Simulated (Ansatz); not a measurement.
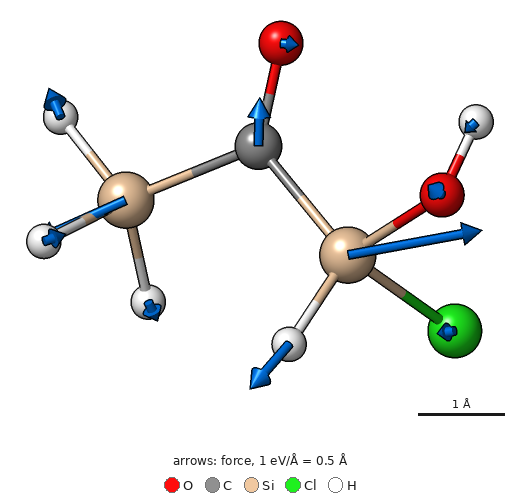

Starting geometry of CH$_{5}$ClO$_{2}$Si$_{2}$ (coarse preliminary run) with the computed forces as blue arrows. A ball-and-stick model, seen at a tilt.

The start comes from a force field.

Level of theory: RKS PBE-D4/def2-SVP in Ansatz.

The input:
```yaml
crystal:
  periodic: [false, false, false]
  atoms:
    - {symbol: O, position_ang: [-0.921300, -1.726900, 0.075800]}
    - {symbol: C, position_ang: [-0.307300, -0.680900, -0.155600]}
    - {symbol: Si, position_ang: [0.511000, -0.390000, -1.780700]}
    - {symbol: Si, position_ang: [-0.014000, 0.634500, 1.135900]}
    - {symbol: O, position_ang: [-0.375500, 0.085600, 2.672400]}
    - {symbol: Cl, position_ang: [-1.455900, 2.142800, 0.863700]}
    - {symbol: H, position_ang: [2.048600, -0.463700, -1.610100]}
    - {symbol: H, position_ang: [0.199300, -1.359400, -2.820600]}
    - {symbol: H, position_ang: [0.248600, 0.977300, -2.267700]}
    - {symbol: H, position_ang: [1.254000, 1.262800, 1.126300]}
    - {symbol: H, position_ang: [-1.122200, -0.539200, 2.781200]}
basis:
  gaussian: {orbitals: def2-SVP}
hamiltonian: {xc: pbe, dispersion: d4}
relax: {f_tol: 0.03, max_steps: 200}
```

Command:
```bash
ansatz run in.yaml --threads 4 --pin off --events-out ev --progress --plain --max-ram 10444MiB
```

**What follows when this structure is relaxed?**

It isn't relaxed: the largest force vector, on Si4, is 3.23 eV/Å. The final displacements have little in common with the starting forces (cosine between the two patterns 0.05). The atom that moves furthest after the best rigid fit is H7 (1.20 Å). Largest moves by element: H 1.20 Å, O 0.82 Å, Cl 0.59 Å, C 0.45 Å, Si 0.33 Å. Some distances before and after: C2–Si3 1.843 → 1.952 Å, C2–Si4 1.867 → 1.951 Å, Si4–H10 1.415 → 1.494 Å, Si3–H8 1.455 → 1.504 Å. Among the angles between lasting bonds that change: O5–Si4–Cl6 101.9° → 114.4°, Si4–O5–H11 118.5° → 107.1°, Si3–C2–Si4 115.4° → 125.9°. Groups turn about C2–Si3 by about 65°, Si4–O5 by about 25°. The energy falls by 52.9 kJ/mol in 31 accepted moves (34 points after the start). The largest force component goes from 2.5 to 0.019 eV/Å. The line search rejected the trial steps at points 9, 19, 28 of the run. The forces were under the threshold at step 14, but the run went on from there.
